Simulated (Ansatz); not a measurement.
## Energy over volume and axial ratio for IrO2 (rutile)

IrO2 (rutile)

```
IrO2
1.0
    4.52929     0.00000     0.00000
    0.00000     4.52929     0.00000
    0.00000     0.00000     3.17979
Ir O
2 4
Cartesian
  0.00000   0.00000   0.00000
  2.26464   2.26464   1.58990
  1.39696   1.39696   0.00000
  3.66161   0.86768   1.58990
  0.86768   3.66161   1.58990
  3.13232   3.13232   0.00000
```

The relaxed cell is deformed in two ways at once: its volume V is scaled, and at that volume it is stretched along z (the c axis of the conventional cell) so that c/a changes. Fractional atomic positions are held.

Calculation: PBE (plane waves to 420 eV, PAW, scalar-relativistic; Ansatz, a quantum-chemistry and plane-wave program). k mesh 10×10×15 (Γ-centred), Fermi-Dirac smearing 0.05 eV. Energies are smeared free energies. Compression counts positive. As the atoms are clamped, bonds stretch with the cell, which overstates energies and stresses. With partly filled bands, the response to shear is sensitive to the k mesh, so small differences along c/a are uncertain. IrO2 is run without spin polarisation and with no Hubbard U. IrO2 was relaxed with its symmetry unable to fall. Spin-orbit coupling is left out, though Ir is heavy. The zero of ΔE is the relaxed starting cell.

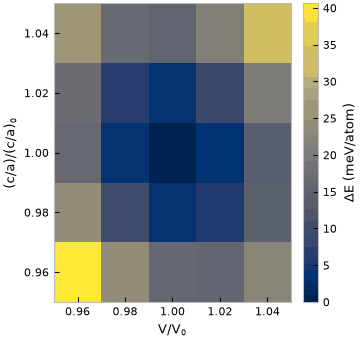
Fig. 1. ΔE (meV/atom) over the 5×5 grid of computed points.

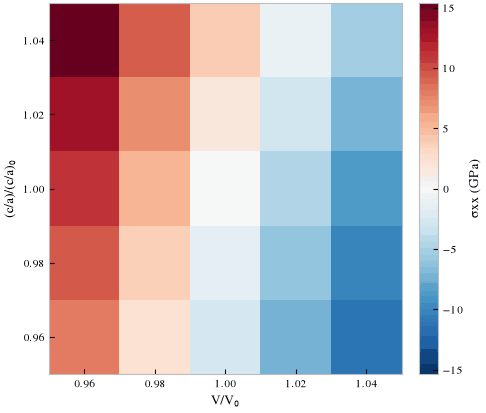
Fig. 1. σxx (GPa) over the 5×5 grid of computed points.

The modulus against c/a change at fixed volume, (3/4V)·∂²E/∂(ln c/a)² (fit, atoms clamped) comes out as 210 GPa, an upper bound as the atoms could relax. Lowest place on the grid: V/V₀ = 1.000, (c/a)/(c/a)₀ = 1.000 (0 meV/atom). Highest place on the grid: V/V₀ = 0.960, (c/a)/(c/a)₀ = 0.960 (41 meV/atom).

Near the relaxed cell σzz − σxx = −2Cδ (compression positive), C being this modulus and δ the logarithm of the ratio.

(A scan under strain: stresses follow from slopes of the energy per volume, elastic moduli from its curvatures.)
